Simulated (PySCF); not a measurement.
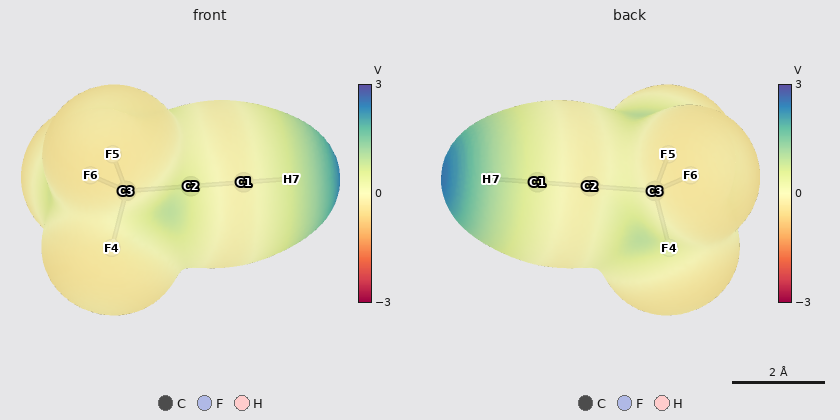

Figure. C3HF3 (SMILES C#CC(F)(F)F). The electrostatic potential painted on the density surface at 0.002 e/bohr³, seen from the front and from behind; red is negative and blue positive.

Geometry: PBE0-D3(BJ)/def2-TZVP.

These are results of PySCF 2.14.0, PBE0/pcSseg-2, SCF density, gas phase, non-relativistic, not measurements.

```yaml
atoms:
  - { symbol: C, position_ang: [1.7484, -0.0225, -0.0205] }
  - { symbol: C, position_ang: [0.5531, -0.0082, -0.0129] }
  - { symbol: C, position_ang: [-0.9081, 0.0059, -0.0006] }
  - { symbol: F, position_ang: [-1.4070, -0.7302, -0.9965] }
  - { symbol: F, position_ang: [-1.3856, -0.4854, 1.1455] }
  - { symbol: F, position_ang: [-1.3806, 1.2466, -0.1375] }
  - { symbol: H, position_ang: [2.8139, -0.0352, -0.0273] }
```

> Which sites attract a positive test charge, and which a negative one?

A positive charge is drawn to the negative regions and a negative charge to the positive ones. The most negative region (about −0.4 V, or −9 kcal/mol for a unit charge) lies over F4, F5 and F6, the most positive (about +2.5 V, or +58 kcal/mol for a unit charge) over H7.

> How polar is the molecule by this calculation?

Its dipole moment is 2.36 D.
